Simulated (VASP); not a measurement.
**What spin-orbit coupling changes in MgAu**

Aim: run bands, DOS and a relaxation of MgAu twice, without and with spin-orbit coupling. All runs use PBEsol. Left out of this account: 1 further run (self-consistent run: a reference on another mesh). The start is a cell from a database of measured crystal structures.

Program: VASP 6.6.1. Level of theory: PBEsol; plane waves and PAW (Mg, Au), in the first sound run; inputs show where later runs differ. Results are calculated unless marked as measured.

The database entry behind the starting cell differs from later determinations by our own check (0.1 to 0.3 % short, probably kX units), so it need not match the best structure at ambient conditions.

### 1. The structure

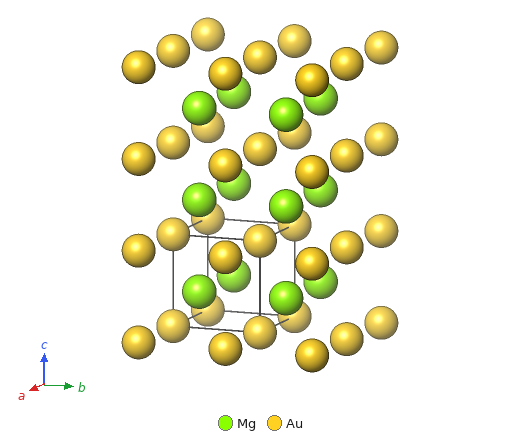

The starting structure, seen slightly off an axis (magnesium green, gold yellow). 2×2×3 cells are drawn. Some periodic images of atoms are drawn too.

As a file:

```
Mg Au
1.0
     3.25900    0.00000    0.00000
     0.00000    3.25900    0.00000
     0.00000    0.00000    3.25900
Mg Au
1 1
Direct
  0.50000 0.50000 0.50000
  0.00000 0.00000 0.00000
```

### 2. Bands along the symmetry lines (PBEsol)

The mesh alone shows little of the dispersion and can miss band extrema, so KPOINTS_OPT adds a path through the symmetry points after the self-consistent cycle. PBEsol restores the gradient expansion of exchange and is tuned for the cells of solids.

File INCAR:

```
SYSTEM = MgAu
PREC = Accurate
ENCUT = 400
EDIFF = 1E-06
NELM = 100
ISMEAR = -1
SIGMA = 0.05
LREAL = .FALSE.
ALGO = Normal
GGA = PS
NBANDS = 18
LASPH = .TRUE.
LORBIT = 11
LWAVE = .FALSE.
LCHARG = .FALSE.
KPAR = 2
```

File POSCAR:

```
MgAu
1.0
    3.2590000000      0.0000000000      0.0000000000
    0.0000000000      3.2590000000      0.0000000000
    0.0000000000      0.0000000000      3.2590000000
Mg Au
1 1
Direct
    0.5000000000      0.5000000000      0.5000000000
    0.0000000000      0.0000000000      0.0000000000
```

File KPOINTS:

```
Automatic mesh
0
Gamma
10 10 10
0 0 0
```

File KPOINTS_OPT:

```
Line mode
16
Line-mode
Reciprocal
  0.00000000   0.00000000   0.00000000 GAMMA
  0.00000000   0.50000000   0.00000000 X

  0.00000000   0.50000000   0.00000000 X
  0.50000000   0.50000000   0.00000000 M

  0.50000000   0.50000000   0.00000000 M
  0.00000000   0.00000000   0.00000000 GAMMA

  0.00000000   0.00000000   0.00000000 GAMMA
  0.50000000   0.50000000   0.50000000 R

  0.50000000   0.50000000   0.50000000 R
  0.00000000   0.50000000   0.00000000 X

  0.50000000   0.50000000   0.00000000 M
  0.50000000   0.50000000   0.50000000 R
```

The projector-augmented-wave data sets are Mg and Au (PBE family, release 64).

On the command line:

```bash
$ mpirun -np 2 vasp_std
```

Output:

```text
[banner, memory and clock lines left out]
running    2 mpi-ranks, on    1 nodes
 distrk:  each k-point on    1 cores,    2 groups
 distr:  one band on    1 cores,    1 groups

 POSCAR found type information on POSCAR MgAu
 POSCAR found :  2 types and       2 ions
|                                                                             |
|               ----> ADVICE to this user running VASP <----                  |
|                                                                             |
|     You enforced a specific xc type in the INCAR file but a different       |
|     [... a line on the potential file left out ...]
|     I HOPE YOU KNOW WHAT YOU ARE DOING!                                     |
|                                                                             |

 LDA part: xc-table for (Slater+PW92), standard interpolation
 POSCAR, INCAR and KPOINTS ok, starting setup
 FFT: planning ... GRIDC
 FFT: planning ... GRID_SOFT
 FFT: planning ... GRID
 WAVECAR not read
 entering main loop
       N       E                     dE             d eps       ncg     rms          rms(c)
DAV:   1     0.441547676484E+02    0.44155E+02   -0.46535E+03  2096   0.481E+02
DAV:   2    -0.658057449353E+01   -0.50735E+02   -0.46974E+02  2510   0.128E+02
DAV:   3    -0.750706041501E+01   -0.92649E+00   -0.92156E+00  2406   0.161E+01
DAV:   4    -0.751119426810E+01   -0.41339E-02   -0.41335E-02  2398   0.121E+00
DAV:   5    -0.751122955419E+01   -0.35286E-04   -0.35285E-04  2298   0.115E-01    0.583E+00
DAV:   6    -0.690912730916E+01    0.60210E+00   -0.21520E+00  2100   0.962E+00    0.274E+00
DAV:   7    -0.688408405538E+01    0.25043E-01   -0.23374E-02  2142   0.108E+00    0.155E+00
DAV:   8    -0.686991036157E+01    0.14174E-01   -0.47365E-03  2160   0.394E-01    0.900E-02
DAV:   9    -0.686989850601E+01    0.11856E-04   -0.19847E-04  2472   0.750E-02    0.383E-02
DAV:  10    -0.686989668530E+01    0.18207E-05   -0.76007E-06  2298   0.194E-02    0.411E-03
DAV:  11    -0.686989670499E+01   -0.19681E-07   -0.61110E-08  1306   0.160E-03
   1 F= -.68698967E+01 E0= -.68679511E+01  d E =-.389112E-02
 Start KPOINTS_OPT (optional k-point list driver)
k-point batch [1-56\96]
       N       E                     dE             ncg
DAV:   1     0.425349602675E+04   -0.93456E+04     2088
DAV:   2     0.137950402060E+04   -0.28740E+04     2474
DAV:   3     0.132927123778E+04   -0.50233E+02     2416
DAV:   4     0.132901253839E+04   -0.25870E+00     2304
DAV:   5     0.132900986981E+04   -0.26686E-02     2396
DAV:   6     0.132900983371E+04   -0.36100E-04     2458
DAV:   7     0.132900983321E+04   -0.49873E-06     1884
k-point batch [57-96\96]
       N       E                     dE             ncg
DAV:   1     0.455486661319E+04   -0.15449E+05     1544
DAV:   2     0.272945804118E+04   -0.18254E+04     1792
DAV:   3     0.269902126975E+04   -0.30437E+02     1802
DAV:   4     0.269886522448E+04   -0.15605E+00     1768
DAV:   5     0.269886348789E+04   -0.17366E-02     1758
DAV:   6     0.269886346341E+04   -0.24477E-04     1838
DAV:   7     0.269886346306E+04   -0.34817E-06     1426
```

Run time: 6.6 s. Hardware: 2 MPI ranks of Intel Xeon 6975P-C (Granite Rapids), shared host; peak memory 0.31 GiB; 12 s of CPU time.

The logs omit lines about the potential files and the build; timing stands in the text.

Parts of OUTCAR (step 2):

```text
ion  position               nearest neighbor table
   1  0.500  0.500  0.500-   2 2.82   2 2.82   2 2.82   2 2.82   2 2.82   2 2.82   2 2.82   2 2.82

  LATTYP: Found a simple cubic cell.
 ALAT       =     3.2590000000

 Subroutine GETGRP returns: Found 48 space group operations
 (whereof 48 operations were pure point group operations)

The static configuration has the point symmetry O_h .

 Found     56 irreducible k-points:

   k-points           NKPTS =     56   k-points in BZ     NKDIM =     56   number of bands    NBANDS=     18

   dimension x,y,z NGX =    24 NGY =   24 NGZ =   24
   dimension x,y,z NGXF=    48 NGYF=   48 NGZF=   48

   ENCUT  =  400.0 eV  29.40 Ry    5.42 a.u.   5.31  5.31  5.31*2*pi/ulx,y,z

   NELECT =      13.0000    total number of electrons

 k-points in reciprocal lattice and weights: Automatic mesh
   0.00000000  0.00000000  0.00000000       0.001
   0.10000000  0.00000000  0.00000000       0.006
   0.20000000  0.00000000  0.00000000       0.006
   0.30000000  0.00000000  0.00000000       0.006
   0.40000000  0.00000000  0.00000000       0.006
   0.50000000  0.00000000  0.00000000       0.003
   0.10000000  0.10000000  0.00000000       0.012
   0.20000000  0.10000000  0.00000000       0.024
   0.30000000  0.10000000  0.00000000       0.024
[...]
0.50000000  0.50000000  0.40000000       0.006
   0.50000000  0.50000000  0.50000000       0.001

 average (electrostatic) potential at core
       1 -34.4726       2 -67.2640

 E-fermi :   6.7645

 k-point     1 :       0.0000    0.0000    0.0000
  band No.  band energies     occupation
    ...
      2       0.9341      2.00000
      3       0.9341      2.00000
      4       2.7089      2.00000
      5       2.7089      2.00000
      6       2.7089      2.00000
      7      12.1525      0.00000
      8      12.1525      0.00000
      9      12.1525      0.00000
     10      15.6633      0.00000
     11      15.6633      0.00000
    ...

 k-point     2 :       0.1000    0.0000    0.0000
  band No.  band energies     occupation
    ...
      2       0.9602      2.00000
      3       1.0100      2.00000
      4       2.6338      2.00000
      5       2.6338      2.00000
      6       2.7173      2.00000
      7      10.8853      0.00000
      8      12.3709      0.00000
      9      12.3709      0.00000
     10      15.5201      0.00000
     11      16.2224      0.00000
    ...

 k-point     3 :       0.2000    0.0000    0.0000
  band No.  band energies     occupation
    ...
      2       1.0298      2.00000
      3       1.2282      2.00000
      4       2.4464      2.00000
      5       2.4464      2.00000
      6       2.7395      2.00000
      7       8.8000      0.00000
      8      12.9774      0.00000
      9      12.9774      0.00000
     10      15.1505      0.00000
     11      16.6194      0.00000
    ...

  Total       -0.0842085     -0.0842085     -0.0842085      0.0000000      0.0000000     -0.0000000
  in kB       -3.8977469     -3.8977469     -3.8977469      0.0000000      0.0000000     -0.0000000
  external PRESSURE =      -3.8977469 kB  Pullay stress =       0.0000000 kB

  energy-cutoff  :      400.00
  volume of cell :       34.61
      direct lattice vectors                 reciprocal lattice vectors
     3.259000000  0.000000000  0.000000000     0.306842590  0.000000000  0.000000000
     0.000000000  3.259000000  0.000000000     0.000000000  0.306842590  0.000000000
     0.000000000  0.000000000  3.259000000     0.000000000  0.000000000  0.306842590

 POSITION                                       TOTAL-FORCE (eV/Angst)
 -----------------------------------------------------------------------------------
      1.62950      1.62950      1.62950         0.000000      0.000000      0.000000
      0.00000      0.00000      0.00000         0.000000      0.000000      0.000000
 -----------------------------------------------------------------------------------
    total drift:                                0.000000      0.000000      0.000000

  FREE ENERGIE OF THE ION-ELECTRON SYSTEM (eV)
  ---------------------------------------------------
  free  energy   TOTEN  =        -6.8698967050 eV

  energy  without entropy=       -6.8660055880  energy(sigma->0) =       -6.86795115

 total charge
# of ion       s       p       d       tot
------------------------------------------
    1        0.176   0.154   0.032   0.362
    2        0.700   0.350   8.679   9.729
--------------------------------------------------
tot          0.875   0.504   8.711  10.091

[... 3 further parts left out ...]
```

This run has no spin polarisation. Its electron count is odd, so without a moment it is a metal by construction. Spin-orbit coupling is off here; with elements this heavy it splits and shifts levels by tenths of an eV or more. The PAW data sets were made with PBE, which is usual practice but a small mismatch for other functionals.

This step gave:

| Property | Result |
| --- | --- |
| SCF cycles | 11 |
| electrons | 13 |
| bands | 18 |
| irreducible k-points | 56 |
| symmetry operations | 48 |
| free energy (TOTEN) | -6.870 eV |
| energy at zero smearing | -6.868 eV |
| Fermi energy | 6.764 eV |
| pressure | -0.3898 GPa |
| metallic | yes |

Electronic bands along the path, in eV, zero at the Fermi level; # counts the bands kept:

```csv
point,#3,#4,#5,#6,#7,#8,#9,#10
Γ,-5.83,-4.06,-4.06,-4.06,5.39,5.39,5.39,8.90
X,-4.76,-4.76,-4.30,-3.97,-2.57,7.46,8.52,8.52
M,-4.65,-4.65,-3.32,-1.36,-1.36,-0.62,3.98,11.49
Γ,-5.83,-4.06,-4.06,-4.06,5.39,5.39,5.39,8.90
R,-5.93,-3.28,-3.28,1.94,1.94,1.94,2.51,4.84
X,-4.76,-4.76,-4.30,-3.97,-2.57,7.46,8.52,8.52
jump to M,-4.65,-4.65,-3.32,-1.36,-1.36,-0.62,3.98,11.49
R,-5.93,-3.28,-3.28,1.94,1.94,1.94,2.51,4.84
```

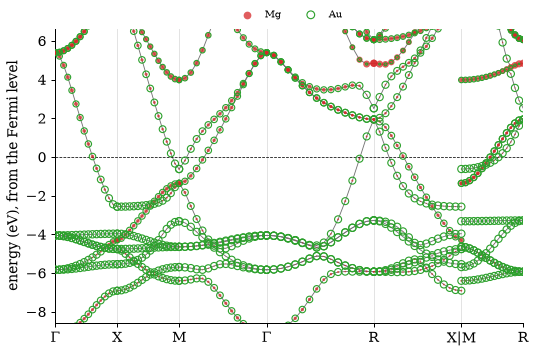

Electronic bands along the path; dots are coloured as in the legend, and their area grows with the weight.

There is no gap at this level.

### 3. Band structure (PBEsol + SOC)

This step: PBEsol, spin-orbit coupling; plane waves and PAW (Mg, Au) (VASP 6.6.1).

The mesh alone shows little of the dispersion and can miss band extrema, so KPOINTS_OPT adds a path through the symmetry points after the self-consistent cycle. Spin-orbit coupling needs spinors and the noncollinear program, where each band holds one electron.

Changes to INCAR since step 2:

```diff
@@ -10,4 +10,9 @@
 GGA = PS
-NBANDS = 18
+LNONCOLLINEAR = .TRUE.
+MAGMOM = 0 0 0 0 0 0
+NBANDS = 24
+GGA_COMPAT = .FALSE.
 LASPH = .TRUE.
+LSORBIT = .TRUE.
+LMAXMIX = 4
 LORBIT = 11
```

POSCAR is that of step 2.

KPOINTS is that of step 2.

KPOINTS_OPT is that of step 2.

On the command line:

```bash
$ mpirun -np 2 vasp_ncl
```

Output:

```text
[banner, memory and clock lines left out]
running    2 mpi-ranks, on    1 nodes
 distrk:  each k-point on    1 cores,    2 groups
 distr:  one band on    1 cores,    1 groups

 POSCAR found type information on POSCAR MgAu
 POSCAR found :  2 types and       2 ions
 [... a notice as in an earlier step ...]

 LDA part: xc-table for (Slater+PW92), standard interpolation
 POSCAR, INCAR and KPOINTS ok, starting setup
 FFT: planning ... GRIDC
 FFT: planning ... GRID_SOFT
 FFT: planning ... GRID
 WAVECAR not read
 entering main loop
       N       E                     dE             d eps       ncg     rms          rms(c)
DAV:   1     0.491930697460E+02    0.49193E+02   -0.49753E+03  2744   0.768E+02
DAV:   2    -0.665133034182E+01   -0.55844E+02   -0.52623E+02  3216   0.181E+02
DAV:   3    -0.781800106376E+01   -0.11667E+01   -0.11619E+01  3280   0.249E+01
DAV:   4    -0.782348356768E+01   -0.54825E-02   -0.54822E-02  2976   0.197E+00
DAV:   5    -0.782354656440E+01   -0.62997E-04   -0.62995E-04  3272   0.220E-01    0.665E+00
DAV:   6    -0.719572329344E+01    0.62782E+00   -0.20942E+00  2920   0.151E+01    0.370E+00
DAV:   7    -0.717043494797E+01    0.25288E-01   -0.35068E-02  2896   0.176E+00    0.212E+00
DAV:   8    -0.715810102098E+01    0.12334E-01   -0.28018E-03  3216   0.390E-01    0.118E+00
DAV:   9    -0.715569263773E+01    0.24084E-02   -0.97212E-04  3128   0.252E-01    0.666E-02
DAV:  10    -0.715568541660E+01    0.72211E-05   -0.39626E-05  3104   0.601E-02    0.287E-02
DAV:  11    -0.715568347486E+01    0.19417E-05   -0.62227E-06  3064   0.253E-02    0.383E-03
DAV:  12    -0.715568348473E+01   -0.98646E-08   -0.71635E-08  1600   0.264E-03
   1 F= -.71556835E+01 E0= -.71534733E+01  d E =-.442042E-02  mag=    -0.0000     0.0000     0.0000
 Start KPOINTS_OPT (optional k-point list driver)
k-point batch [1-56\96]
       N       E                     dE             ncg
DAV:   1     0.482306660487E+04   -0.70401E+04     2760
DAV:   2     0.156507703496E+04   -0.32580E+04     3208
DAV:   3     0.150459724410E+04   -0.60480E+02     3264
DAV:   4     0.150427612218E+04   -0.32112E+00     2976
DAV:   5     0.150427148730E+04   -0.46349E-02     3264
DAV:   6     0.150427139760E+04   -0.89697E-04     3032
DAV:   7     0.150427139553E+04   -0.20726E-05     2936
DAV:   8     0.150427139544E+04   -0.92709E-07     2040
k-point batch [57-96\96]
       N       E                     dE             ncg
DAV:   1     0.449320885678E+04   -0.15108E+05     1984
DAV:   2     0.243254110809E+04   -0.20607E+04     2232
DAV:   3     0.238500628743E+04   -0.47535E+02     2352
DAV:   4     0.238469700540E+04   -0.30928E+00     2064
DAV:   5     0.238469274699E+04   -0.42584E-02     2384
DAV:   6     0.238469266672E+04   -0.80269E-04     2088
DAV:   7     0.238469266500E+04   -0.17171E-05     2016
DAV:   8     0.238469266491E+04   -0.89246E-07     1416
```

The job ended after 22 s (2 MPI ranks; peak memory 0.5 GiB).

From OUTCAR (step 3):

```text
The static configuration has the point symmetry O_h .

 Found     56 irreducible k-points:

   k-points           NKPTS =     56   k-points in BZ     NKDIM =     56   number of bands    NBANDS=     24

   NELECT =      13.0000    total number of electrons

 E-fermi :   6.7502

 k-point     1 :       0.0000    0.0000    0.0000
  band No.  band energies     occupation
    ...
      8       2.6223      1.00000
      9       2.6223      1.00000
     10       2.6223      1.00000
     11       3.3323      1.00000
     12       3.3323      1.00000
     13      11.3584      0.00000
     14      11.3584      0.00000
     15      12.4765      0.00000
     16      12.4765      0.00000
     17      12.4765      0.00000
    ...

 k-point     2 :       0.1000    0.0000    0.0000
  band No.  band energies     occupation
    ...
      8       2.5674      1.00000
      9       2.6096      1.00000
     10       2.6096      1.00000
     11       3.2822      1.00000
     12       3.2822      1.00000
     13      10.6932      0.00000
     14      10.6932      0.00000
     15      12.0904      0.00000
     16      12.0904      0.00000
     17      12.6995      0.00000
    ...

  Total       -0.1934407     -0.1934407     -0.1934407      0.0000000      0.0000000     -0.0000000
  in kB       -8.9537576     -8.9537576     -8.9537576      0.0000000      0.0000000     -0.0000000
  external PRESSURE =      -8.9537576 kB  Pullay stress =       0.0000000 kB

  FREE ENERGIE OF THE ION-ELECTRON SYSTEM (eV)
  ---------------------------------------------------
  free  energy   TOTEN  =        -7.1556834847 eV

  energy  without entropy=       -7.1512630686  energy(sigma->0) =       -7.15347328

 Spin-Orbit-Coupling matrix elements
 Ion:    1  E_soc:     -0.0000309
 Ion:    2  E_soc:     -0.5826816

 total charge
# of ion       s       p       d       tot
------------------------------------------
    1        0.175   0.154   0.032   0.361
    2        0.699   0.364   8.666   9.728
--------------------------------------------------
tot          0.874   0.517   8.698  10.089

 magnetization (x)
# of ion       s       p       d       tot
------------------------------------------
    1       -0.000   0.000  -0.000  -0.000
    2       -0.000  -0.000  -0.000  -0.000
--------------------------------------------------
tot         -0.000  -0.000  -0.000  -0.000

 magnetization (y)
# of ion       s       p       d       tot
------------------------------------------
    1        0.000  -0.000  -0.000   0.000
    2       -0.000   0.000  -0.000   0.000
--------------------------------------------------
tot         -0.000   0.000  -0.000   0.000

 magnetization (z)
# of ion       s       p       d       tot
------------------------------------------
    1        0.000  -0.000  -0.000  -0.000
    2        0.000  -0.000  -0.000  -0.000
--------------------------------------------------
tot          0.000  -0.000  -0.000  -0.000

[... 8 parts as in an earlier step ...]

[... 5 further parts left out ...]
```

Numbers from this step:

| Quantity | Value |
| --- | --- |
| SCF cycles | 12 |
| bands | 24 |
| free energy (TOTEN) | -7.156 eV |
| energy at zero smearing | -7.153 eV |
| Fermi energy | 6.750 eV |
| pressure | -0.8954 GPa |

On-site spin-orbit energy by atom:

```csv
atom,on-site spin-orbit energy (eV)
Mg1,0.000
Au2,-0.583
```

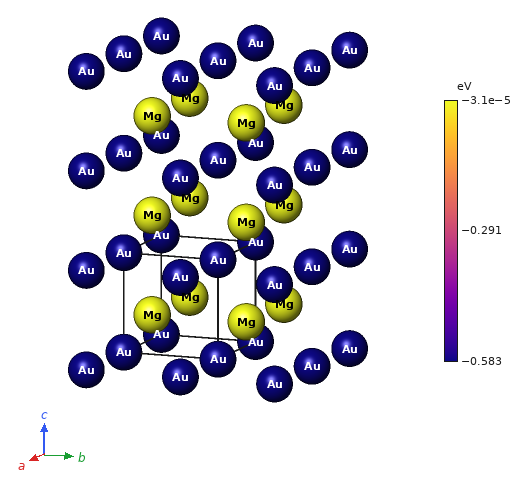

Atoms coloured by on-site spin-orbit energy. 2×2×3 cells are drawn. Some periodic images of atoms are drawn too.

Electronic bands along the path, in eV, zero at the Fermi level; # counts the bands kept:

```csv
point,#11,#12,#13,#14,#15,#16,#17,#18
Γ,-3.42,-3.42,4.61,4.61,5.73,5.73,5.73,5.73
X,-3.66,-3.66,-2.41,-2.41,7.48,7.48,7.92,7.92
M,-1.71,-1.71,-1.07,-1.07,-0.58,-0.58,4.02,4.02
Γ,-3.42,-3.42,4.61,4.61,5.73,5.73,5.73,5.73
R,0.95,0.95,2.39,2.39,2.39,2.39,2.52,2.52
X,-3.66,-3.66,-2.41,-2.41,7.48,7.48,7.92,7.92
jump to M,-1.71,-1.71,-1.07,-1.07,-0.58,-0.58,4.02,4.02
R,0.95,0.95,2.39,2.39,2.39,2.39,2.52,2.52
```

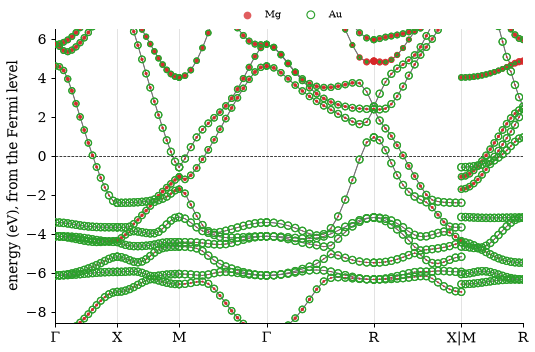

Electronic bands along the path; dots are coloured as in the legend, and their area grows with the weight.

There is no gap at this level. Without the coupling there was no gap either. The run took 3.3 times the core time, with 24 spinor bands against 18.

[end of part 1 of 3]

[Lines on the potential files, build, host, timing and source positions are cut from VASP's logs without a mark.]

[Logs are printed without paths, hosts, clocks, repeated set-up lines and the standing remarks that a program may print on its own settings, such as how far it seeks lower states.]

[Hosts, paths, dates, database ids (printed as entryN), source tags and the programs' standing remarks are cut or masked in the printed files.]

[A measured line is paired with the nearest computed mode of its activity, which favours agreement.]
